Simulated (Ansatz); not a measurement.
Consider CHOSSi (SMILES O[C-]=[Si]=S) (charge −1).

```csv
atom,x (Å),y (Å),z (Å)
O,1.0186,1.4001,0.2973
C,0.3552,0.2261,0.2634
Si,-0.4247,-0.9660,-0.7200
S,-1.3175,-2.7760,-0.2697
H,0.3684,2.1157,0.4290
```

The highest occupied orbital lies above zero, a sign that basis and functional describe the outermost electron poorly.

These are results of Ansatz, RKS B3LYP/cc-pVDZ, not measurements.

### What will maps of the electron density and electron localisation function show?

C–O (1.35 Å): the density is about 2.3 e/Å³ at the midpoint, with its minimum of 1.9 e/Å³ about 0.5 Å from C; the ELF peaks at about 0.90 between the atoms: a polar covalent bond.
C–Si (1.73 Å): ρ at the midpoint is about 0.89 e/Å³; the ELF peaks at about 0.80 between the atoms (a covalent bond).
Si–S (2.07 Å): the density is about 0.83 e/Å³ at the midpoint; the ELF peaks at about 0.85 between the atoms; localised, covalent bonding.

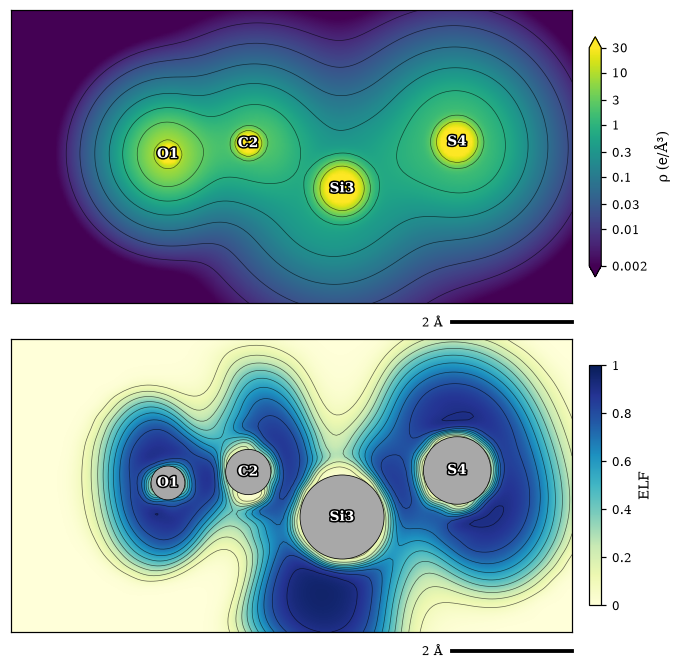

Computed electron density and electron localisation function on the plane of atoms O1, C2 and Si3, in this order. Grey discs cover the atomic cores in the ELF map. 
